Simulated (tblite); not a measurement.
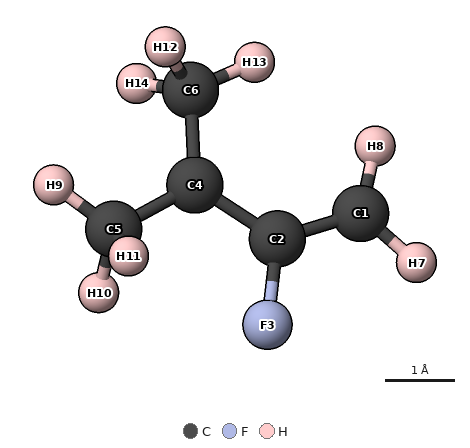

The structure (ball-and-stick view, seen at a tilt; atoms are numbered from 1 in the order of the input). Bond lengths as drawn: C–C 1.35 to 1.45 Å, C–F 1.34 Å and C–H 1.08 to 1.10 Å.

# Relaxed scan of C₅H₈F (charge +1)

The run: relaxed scan of C₅H₈F, charge +1, SMILES C=C(F)[C+](C)C. Method and program: GFN2-xTB relaxed scan under a harmonic restraint, gas phase (tblite 0.8.0).

The input
```
{"job": {"xc": "GFN2-xTB", "basis": "xTB", "coordinate": [["t", [0, 1, 3, 4], 0.25], ["t", [0, 1, 3, 5], 0.25], ["t", [2, 1, 3, 4], 0.25], ["t", [2, 1, 3, 5], 0.25]], "kind": "drive"}, "charge": 1, "multiplicity": 1}
C      2.173917     0.075429     0.079862
C      1.005983    -0.573055    -0.095454
F      1.049805    -1.879943    -0.378396
C     -0.324560    -0.043765    -0.019970
C     -1.419449    -0.964516    -0.253336
C     -0.596704     1.349470     0.274263
H      3.101479    -0.470618    -0.011472
H      2.238909     1.123726     0.309071
H     -2.399494    -0.501420    -0.186449
H     -1.296223    -1.461050    -1.225313
H     -1.351426    -1.814304     0.439505
H     -1.268618     1.414282     1.138007
H      0.279276     1.965173     0.446042
H     -1.193572     1.780118    -0.538527
```

The first line tells a small driver script what to run in tblite; the rest is the geometry in Å.

Machine: 1 CPU thread, shared host.

Run as:
```bash
OMP_NUM_THREADS=1 python <driver script> task.json out
```

Log
```
point  coordinate     E/eV
  0     14.700     -517.22147
  1     29.200     -517.16219
  2     43.800     -517.05434
  3     58.600     -516.91291
  4     73.700     -516.75417
  5     89.800     -516.65954
  6    106.000     -516.72366
  7    121.500     -516.90758
  8    136.100     -517.05708
  9    150.700     -517.16121
 10    165.300     -517.21948
 11    180.000     -517.23905
```

Key numbers

| quantity | value |
| --- | --- |
| outcome | converged |
| wall time | 2.8 s |
| peak memory | 0.18 GiB |
